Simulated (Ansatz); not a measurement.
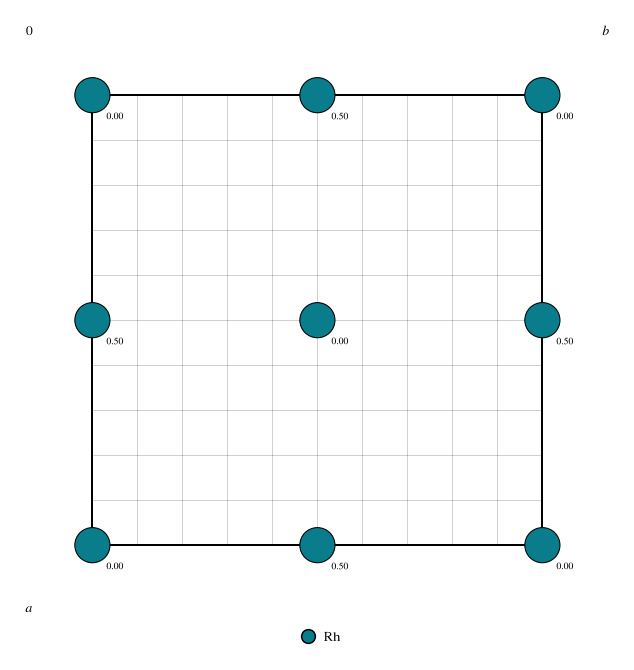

Plan of a unit cell projected along c (a down the page, b across); the numbers are heights as fractions of c, and atoms on the cell's edges are repeated. The grid marks tenths of a and b. Source: the input geometry of an electronic-structure calculation (not necessarily at equilibrium). Symmetry computed with spglib at a tolerance of 0.002 Å; standard conventional cell.

a = 3.800 Å, b = 3.800 Å, c = 3.800 Å, α = 90.00°, β = 90.00°, γ = 90.00°.

> What does the cell contain?

4 Rh: Rh, Z = 4.

> Which space group?

No. 225, Fm-3m, face-centred cubic.

> Give the independent sites, coordinates to two places.

| atom | site | symmetry | x | y | z |
| --- | --- | --- | --- | --- | --- |
| Rh | 4a | m-3m | 0.00 | 0.00 | 0.00 |
